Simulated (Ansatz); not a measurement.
**Fields on a plane of TiO2 (rutile)**

```
CELL_PARAMETERS angstrom
      4.59673     0.00000     0.00000
      0.00000     4.59673     0.00000
      0.00000     0.00000     2.95369
ATOMIC_POSITIONS crystal
  Ti 0.00000 0.00000 0.00000
  Ti 0.50000 0.50000 0.50000
  O  0.30461 0.30461 0.00000
  O  0.80461 0.19539 0.50000
  O  0.19539 0.80461 0.50000
  O  0.69539 0.69539 0.00000
```

The slice is a (-1 1 0) plane (indices of the conventional cell) through the point (0.000, 0.000, 0.000) (fractional), spanned by u = [001] and v = [110] in vectors of this cell: u (2.95 Å) and v (6.50 Å, at 90° to u). It covers one period; positions are fractions (u, v).

Atoms on it: Ti at (0.00, 0.00); Ti at (0.50, 0.50); O at (0.00, 0.30); O at (0.00, 0.70).

Calculation: r2SCAN (plane waves to 500 eV, PAW, scalar-relativistic; Ansatz, a program for electronic structure). k mesh 7×7×11. Inside the PAW spheres the values are not all-electron values, and peaks at nuclei hang on which shells count as valence. TiO2 is run without spin polarisation. TiO2 was relaxed with its symmetry unable to fall.

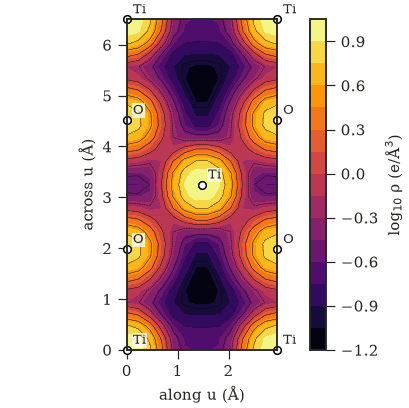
Fig. 1. Log₁₀ of the valence density in e/Å³, one period of the plane, atoms marked. The scale is logarithmic, as a density can span decades between atoms and voids.

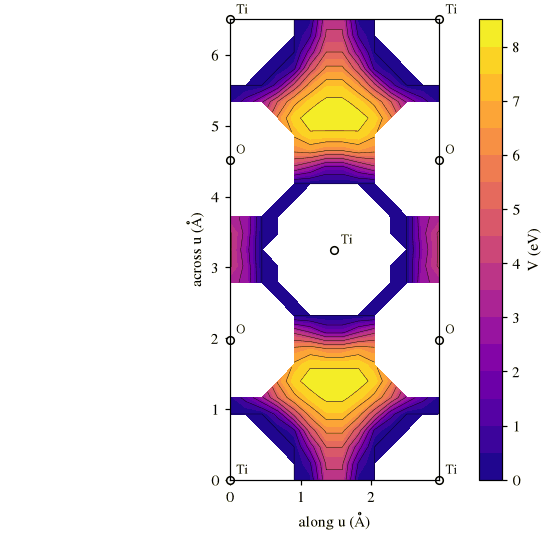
Electrostatic potential energy of an electron, from the cell's mean, in eV, one period of the plane, atoms marked. Points within 0.8 Å of a nucleus are left white, as the pseudised field means little there. Values under 0 eV are set to 0. The zero, the cell's mean, hangs on the PAW cores.

| Item | Result |
|---|---|
| Density on the Ti–O line (1.95 Å) at its midpoint | 0.74 e/Å³ |
| ELF at that point | 0.2 |
| Element round which the density of the highest valence band (whole band, smooth part) is largest on this plane | O |
| Element round which the density of the lowest conduction band (whole band as if filled, smooth part) is largest on this plane | Ti |
